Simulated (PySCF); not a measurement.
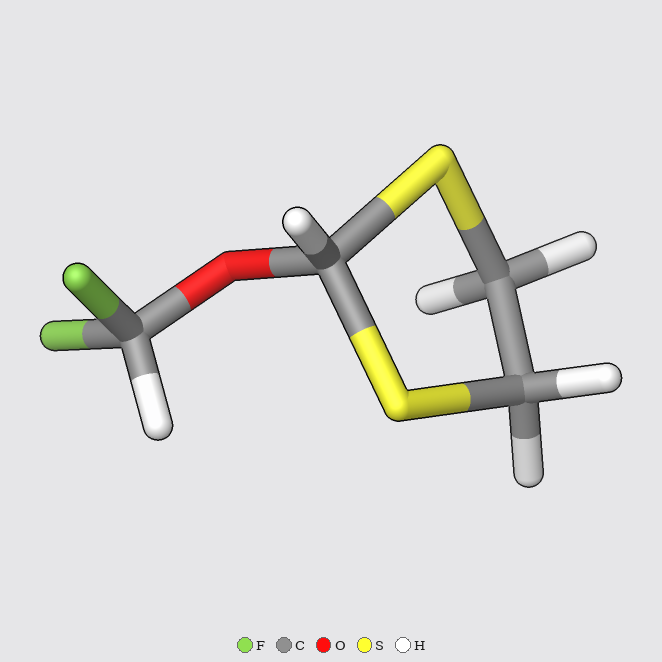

The picture shows a molecular structure as a stick model.

Describe the molecule.

The molecule is C4H6F2OS2. Its SMILES string is `FC(F)OC1SCCS1`. Independent rings (smallest set): 1 of 5 members. Among its groups: ether, thioether, C–F bond. This geometry has C1 symmetry. Coordination: 4 C tetrahedral; 1 O bent; 2 S bent.

The parts below concern this one geometry. Atoms keep their numbers from picture to picture. Computed geometry: PBE0-D3(BJ)/def2-SVP optimisation. No frequency run is at hand to confirm it as a minimum.

**Geometry**

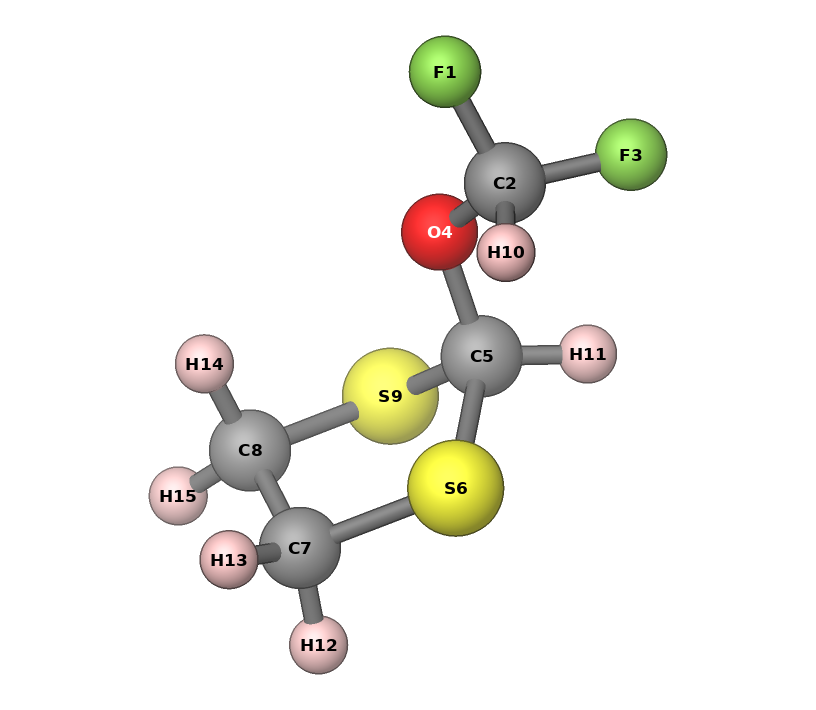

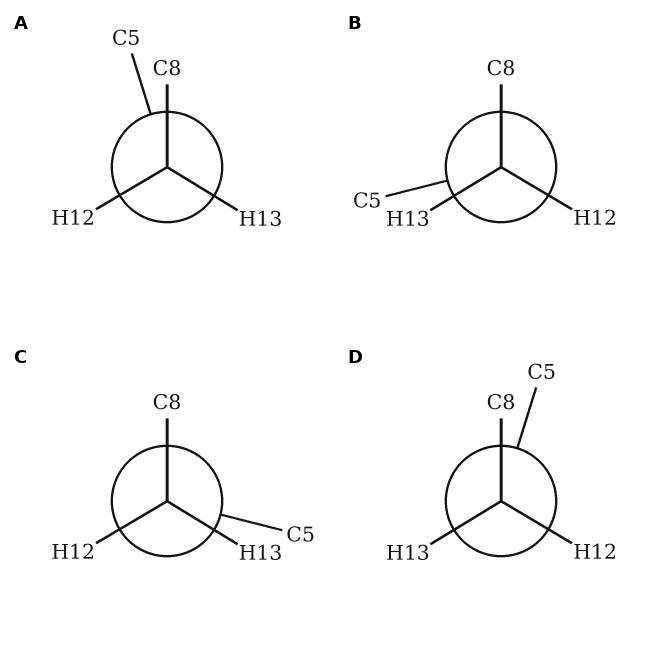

Depth is shown by fading: the farther an atom, the more it takes the colour of the background. Bonds that would overlap in a projection are set slightly apart. No frequency run is at hand to confirm it as a minimum.

Which Newman projection shows the view along C7–S6, with C7 in front?

A. The torsion angle C8–C7–S6–C5 is −11°, synperiplanar (eclipsed).

**Levels of theory compared**

No frequency run is at hand to confirm it as a minimum. Program: PySCF 2.14.0.

Compare HOMO–LUMO gap (eV), dipole (D), HOMO energy (eV) at these levels: CAM-B3LYP/def2-SVPD; CAM-B3LYP/def2-SVPD in benzene (IEF-PCM); CAM-B3LYP/def2-SVPD in methanol (IEF-PCM); PBE0/pcSseg-1 in benzene (IEF-PCM); PBE0/pcSseg-1 in methanol (IEF-PCM).

```json
{"level": "CAM-B3LYP/def2-SVPD", "HOMO–LUMO gap (eV)": "8.80", "dipole (D)": "3.40", "HOMO energy (eV)": "−8.29"}
{"level": "CAM-B3LYP/def2-SVPD in benzene (IEF-PCM)", "HOMO–LUMO gap (eV)": "8.85", "dipole (D)": "3.82", "HOMO energy (eV)": "−8.19"}
{"level": "CAM-B3LYP/def2-SVPD in methanol (IEF-PCM)", "HOMO–LUMO gap (eV)": "8.92", "dipole (D)": "4.33", "HOMO energy (eV)": "−8.14"}
{"level": "PBE0/pcSseg-1 in benzene (IEF-PCM)", "HOMO–LUMO gap (eV)": "6.70", "dipole (D)": "3.64", "HOMO energy (eV)": "−6.89"}
{"level": "PBE0/pcSseg-1 in methanol (IEF-PCM)", "HOMO–LUMO gap (eV)": "6.75", "dipole (D)": "4.07", "HOMO energy (eV)": "−6.85"}
```

**Polarisability**

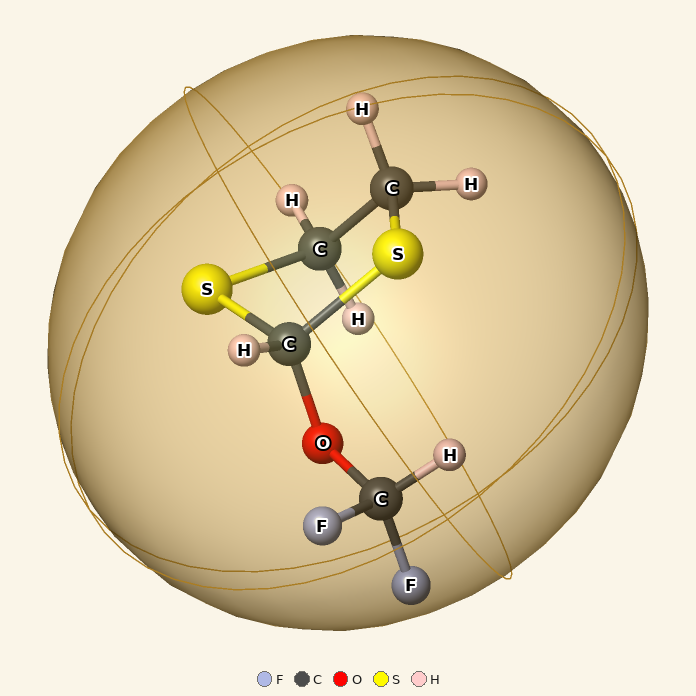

The ellipsoid shows the static dipole polarisability: its half-axes are proportional to the principal values. No frequency run is at hand to confirm it as a minimum. Method: CAM-B3LYP/def2-SVPD in methanol (IEF-PCM) (PySCF 2.14.0).

Give the principal values, the mean and the anisotropy.

Principal values 112.8, 130.6, 133.9 bohr³; mean 125.8 bohr³ (18.64 Å³); anisotropy 19.7 bohr³, so the longest axis is 1.19 times the shortest.

**NMR shielding**

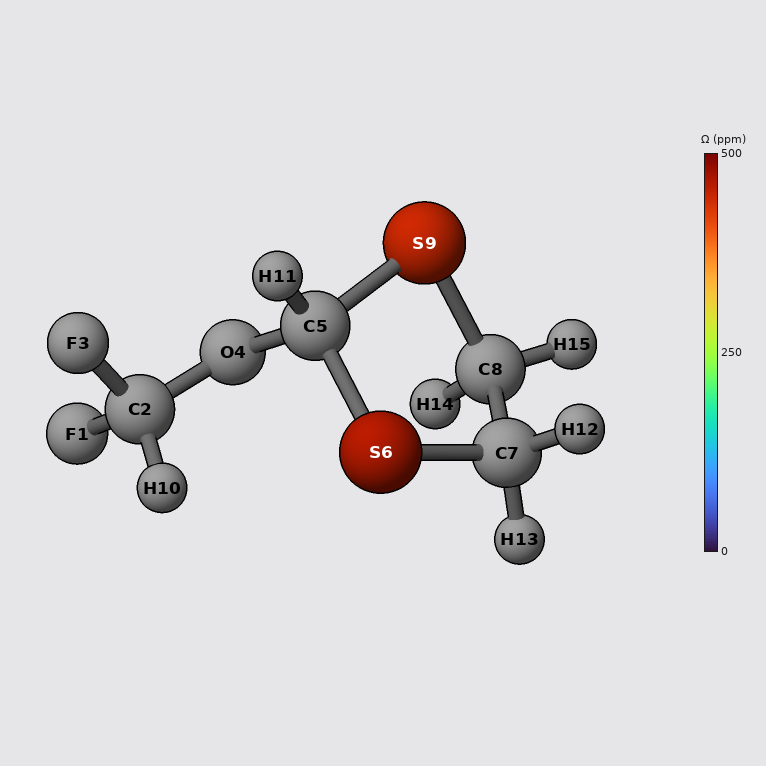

The S atoms are coloured by the span of their shielding tensor. No frequency run is at hand to confirm it as a minimum. Method: GIAO PBE0/pcSseg-1 NMR shielding, non-relativistic, IEF-PCM benzene (PySCF 2.14.0). Principal shieldings σ11 ≤ σ22 ≤ σ33, span Ω = σ33 − σ11, skew κ = 3(σiso − σ22)/Ω.

Give the shielding tensors of the S atoms.

```tsv
atom	σ11	σ22	σ33	σiso	Ω	κ
S6	228.9	279.7	690.0	399.5	461.1	0.78
S9	169.2	325.8	616.0	370.3	446.9	0.30
```

Shieldings and span in ppm.

**Ring current**

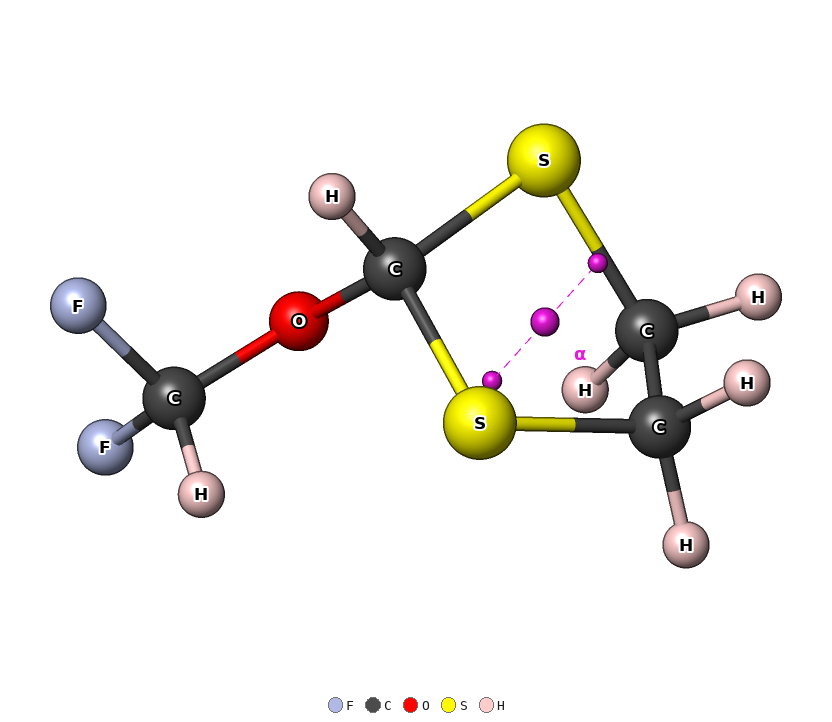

The small points mark where nucleus-independent chemical shifts (NICS) were computed: at the centre of each lettered ring and 1 Å above and below it. No frequency run is at hand to confirm it as a minimum. Properties computed with GIAO PBE0/pcSseg-1 NMR shielding, non-relativistic, IEF-PCM methanol (PySCF 2.14.0).

Give NICS(0), NICS(1) and the out-of-plane component NICS(1)zz for each ring (means of the two sides).

| ring | members | NICS(0) | NICS(1) | NICS(1)zz |
| --- | --- | --- | --- | --- |
| α | C3S2 | −10.1 | −5.2 | −6.0 |

Values in ppm.

What do the values say about the ring currents?

Ring α: weak, as in a non-aromatic ring. NICS is one index among several.
